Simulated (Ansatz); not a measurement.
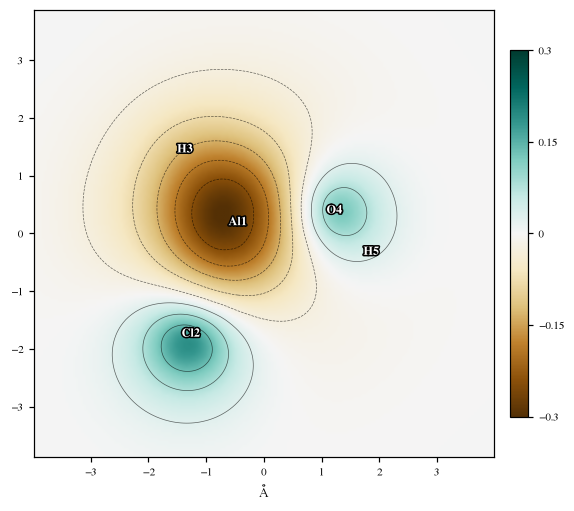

Figure. AlClH$_{2}$O. The LUMO on a plane 0.8 Å above the molecular plane (values in Å⁻³ᐟ²; the overall sign is arbitrary).

The reactant side of a reaction path; geometry: PBE0-D4/def2-TZVP.

The calculation used RKS PBE0-D4/def2-TZVPP (Ansatz 0.2.0).

The calculation's input:

```
crystal:
  periodic: [false, false, false]
  atoms:
    - {symbol: Al, position_ang: [0.444069, -0.195779, -0.052679]}
    - {symbol: Cl, position_ang: [-0.355116, -1.554318, -1.434124]}
    - {symbol: H, position_ang: [1.962695, -0.227645, 0.317384]}
    - {symbol: O, position_ang: [-0.557717, 0.947383, 0.671468]}
    - {symbol: H, position_ang: [-1.494032, 1.030260, 0.497851]}
basis:
  gaussian: {orbitals: def2-TZVPP}
hamiltonian: {xc: pbe0, dispersion: d4}
output: {orbitals: {seedname: orbitals}}
```

Run with:

```sh
ansatz run in.yaml --threads 2 --pin off --events-out ev --progress --plain --max-ram 4352MiB
```

Where does this orbital lie, and at what energy?

Answer. It lies mainly on Al1 (about 75 %), Cl2 (about 10 %), H3 (about 5 %) and O4 (about 5 %); it changes sign across the molecular plane (π type). Its energy is −0.76 eV.
